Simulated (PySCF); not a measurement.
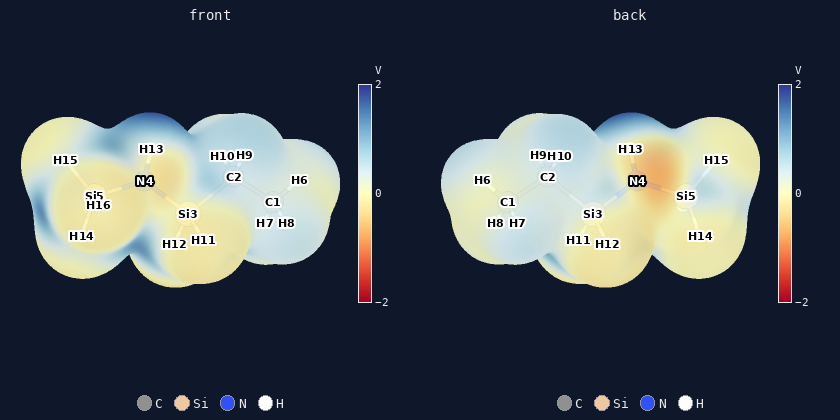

The picture shows: C2H11NSi2. The molecular electrostatic potential painted on the density surface at 0.002 e/bohr³, seen from the front and from behind; the colour scale runs from red (negative) to blue (positive).

Geometry: GFN2-xTB.

Method: CAM-B3LYP/def2-SVPD, SCF density, gas phase (PySCF 2.14.0).

Input

```
{"job": {"kind": "uv", "xc": "CAM-B3LYP", "basis": "def2-SVPD", "nstates": 8, "ntriplets": 3}, "charge": 0, "multiplicity": 1}
C      2.740753    -0.443255     0.499908
C      1.543503     0.266567    -0.116787
Si    -0.104360    -0.365010     0.583487
N     -1.366139     0.445351    -0.280750
Si    -3.074641     0.324177    -0.037358
H      3.677233    -0.059857     0.096242
H      2.695801    -1.511199     0.299382
H      2.753203    -0.304595     1.578453
H      1.639831     1.339960     0.060107
H      1.570555     0.127994    -1.199220
H     -0.182998    -0.082383     2.024578
H     -0.257009    -1.807832     0.364786
H     -1.071517     1.212733    -0.862059
H     -3.368146    -1.085943     0.198335
H     -3.692408     0.828608    -1.264613
H     -3.511258     1.123628     1.114033
```

Command:

```sh
OMP_NUM_THREADS=1 python probes_run.py task.json out
```

**Where is the surface potential most negative and most positive?**

The most negative region (about −0.7 V, or −16 kcal/mol for a unit charge) lies over N4, the most positive (about +1.7 V, or +39 kcal/mol for a unit charge) over H13.
